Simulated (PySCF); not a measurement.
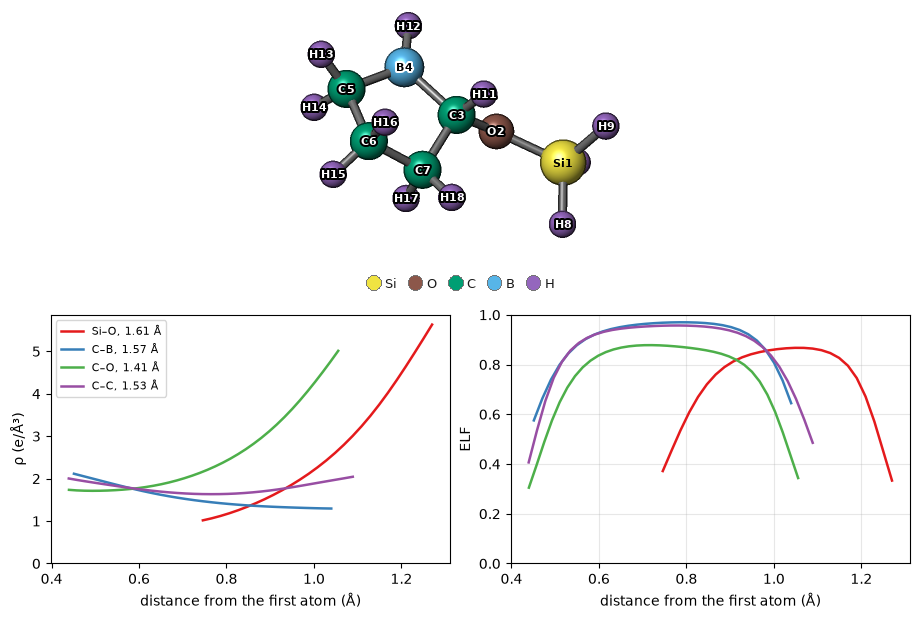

Figure. C4H11BOSi (SMILES [SiH3]O[C@H]1BCCC1). Total electron density and electron localisation function along straight lines between neighbouring atoms. The curves leave out the atomic cores. The structure is drawn too.

Geometry: GFN2-xTB.

Level of theory: PySCF, PBE0/pcSseg-1, SCF density, gas phase, non-relativistic.

```xyz
18

Si    3.0153    0.1243    0.1041
O     1.5276    0.6637    0.4160
C     0.2942   -0.0131    0.4492
B    -0.9005    0.6976    1.2178
C    -2.1898    0.3993    0.3746
C    -1.7520   -0.6063   -0.7058
C    -0.2738   -0.3074   -0.9528
H     3.1618   -0.3903   -1.2634
H     3.3859   -0.9647    1.0172
H     3.7667    1.3478    0.3295
H     0.4413   -0.9890    0.9489
H    -0.8154    1.3297    2.1916
H    -3.0733    0.0614    0.9166
H    -2.4824    1.3377   -0.1084
H    -2.3450   -0.5304   -1.6173
H    -1.8552   -1.6217   -0.3180
H    -0.1633    0.5920   -1.5613
H     0.2491   -1.1244   -1.4499
```

Compare the contacts.

Si–O (1.61 Å): ρ is about 1.2 e/Å³ halfway; the ELF peaks at about 0.85 between the atoms, as expected for a polar covalent bond.
C–B (1.57 Å): ρ is about 1.4 e/Å³ halfway; the ELF peaks at about 0.95 between the atoms; localised, covalent bonding.
C–O (1.41 Å): ρ at the midpoint is about 2 e/Å³, with its minimum of 1.7 e/Å³ about 0.5 Å from C; the ELF peaks at about 0.90 between the atoms; a shared but strongly polarised pair.
C–C (1.53 Å): ρ is about 1.6 e/Å³ halfway; the ELF peaks at about 0.95 between the atoms (localised, covalent bonding).
